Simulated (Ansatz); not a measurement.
# Single-point calculation, with input and output: CH5GeNO

CH5GeNO, SMILES O=C[NH][GeH3], computed with RKS PBE-QIDH (frozen core)/def2-TZVPP (Ansatz 0.2.0).

The geometry comes from this level: PBE0-D4/def2-TZVP.

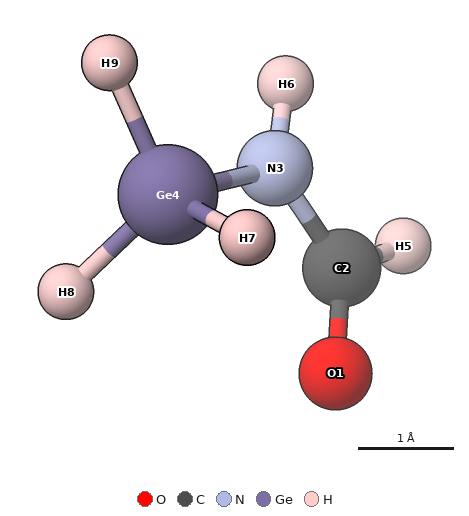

Fig. 1: The structure as given in the input (ball-and-stick view, seen at a tilt; atoms are numbered from 1 in the order of the input). Sticks mark near contacts.

**Results in brief**

```json
{"quantity": "outcome", "value": "converged"}
{"quantity": "total energy", "value": "−61154.0872 eV"}
{"quantity": "mean-field energy", "value": "−61145.2899 eV"}
{"quantity": "SCF solution under orbital rotations", "value": "stable"}
{"quantity": "hardware", "value": "4 CPU threads, shared host"}
{"quantity": "wall time", "value": "8 s (CPU time 30 s)"}
{"quantity": "peak memory", "value": "0.51 GiB"}
```

**Input**
```yaml
crystal:
  periodic: [false, false, false]
  atoms:
    - {symbol: O, position_ang: [0.520751, 0.416651, -1.869897]}
    - {symbol: C, position_ang: [1.124216, 0.583598, -0.832296]}
    - {symbol: N, position_ang: [0.627771, 0.236067, 0.372985]}
    - {symbol: Ge, position_ang: [-1.070299, -0.538719, 0.439853]}
    - {symbol: H, position_ang: [2.132965, 1.036548, -0.801112]}
    - {symbol: H, position_ang: [1.195195, 0.409609, 1.186701]}
    - {symbol: H, position_ang: [-1.056548, -1.851736, -0.344879]}
    - {symbol: H, position_ang: [-2.098524, 0.452235, -0.108595]}
    - {symbol: H, position_ang: [-1.287228, -0.790553, 1.940139]}
basis:
  gaussian: {orbitals: def2-TZVPP}
hamiltonian: {xc: {name: PBE-QIDH}}
```

**What the program printed**
```
Functional definition: PBE-QIDH
  name "PBE-QIDH"
  cite "Brémond, Sancho-García, Pérez-Jiménez & Adamo, J. Chem. Phys. 141, 031101 (2014) doi:10.1063/1.4890314"
  cite "Perdew, Burke & Ernzerhof, Phys. Rev. Lett. 77, 3865 (1996) doi:10.1103/PhysRevLett.77.3865"
  parameter a = 3^(-1/3)
  parameter c = 1/3
  exchange = (1 - a)*pbe_x + a*exact_x
  correlation = (1 - c)*pbe_c + c*(mp2_os + mp2_ss)
1290 factors; integrals over basis functions are off by at most 1.0e-3 eV
mean field evaluation 1: about -61141.2897 eV, gradient 4.6e1 eV
mean field evaluation 2: about -61141.4397 eV, gradient 4.6e1 eV
mean field evaluation 4: about -61145.2217 eV, gradient 5.3e0 eV
mean field evaluation 8: about -61145.2891 eV, gradient 4.6e-1 eV
mean field evaluation 16: about -61145.2899 eV, gradient 1.5e-4 eV
mean field -61145.28992883 eV, -2247.0479591185 hartree, gradient 2.0e-6 eV, S^2 0.000000; 0 other end points of the search recorded, 0 dependent functions left out
12 core orbitals not correlated: weight in the atoms' cores, before any rotation towards them, 1.000 or more for the frozen orbitals, at most 0.000 for the correlated occupied ones
reference -61145.28994093 eV, -2247.0479595630 hartree; 17, 17 occupied and 182, 182 virtual orbitals, 1290 factors
second order -26.39180302 eV of doubles, -0.00000000 eV of singles
Total energy: -61154.08720860 eV, -2247.3712531870 hartree
```
